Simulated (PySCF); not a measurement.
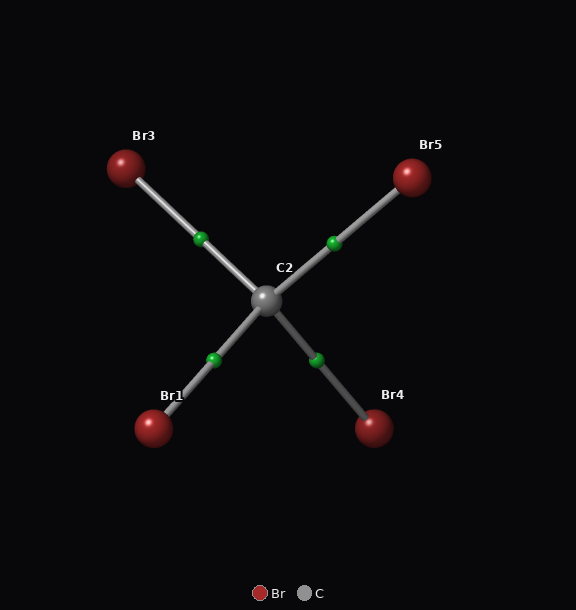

CBr$_{4}$, SMILES `BrC(Br)(Br)Br`. Molecular graph of the electron density (QTAIM): bond paths, bond critical points (green), ring points (magenta, if any); weak paths are dashed.

Level of theory: ωB97X/def2-TZVP (PySCF), at a geometry from GFN2-xTB. No frequency check shows the geometry to be a minimum. GFN2-xTB bond lengths at metals and heavier atoms can be off by up to 0.1 Å and shapes distorted, which carries into these values.

### How many critical points of each kind are there, and does the count close?

5 nuclei, 4 bond, 0 ring and 0 cage critical points: 5 − 4 + 0 − 0 = 1, as the Poincaré–Hopf relation requires.

### Tabulate density, Laplacian, ellipticity and energy density at the bond critical points (atomic units).

| bond | length (Å) | ρ (a.u.) | ∇²ρ (a.u.) | ε | H (a.u.) |
| --- | --- | --- | --- | --- | --- |
| C2–Br4 (4 alike) | 1.940 | 0.160 | −0.16 | 0.00 | −0.097 |

### What kind of interaction is C2–Br4?

Shared-shell (covalent): ρ = 0.160, ∇²ρ = −0.16, H = −0.097 a.u.
